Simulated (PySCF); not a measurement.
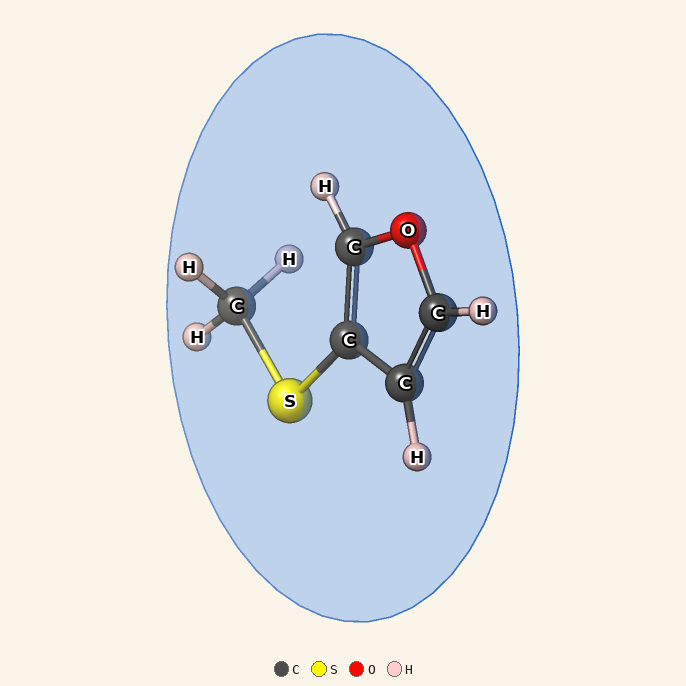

All proper rotation axes (lines) and mirror planes (discs) of the structure are drawn in. Atoms fade into the background with distance from the viewer. Computed geometry: PBE0-D3(BJ)/def2-SVP optimisation. No frequency run is at hand to confirm it as a minimum.

Name the symmetry elements and the point group.

It has 1 mirror plane. Point group Cs. The group has 2 operations. The geometry is achiral, and symmetry allows a dipole moment.
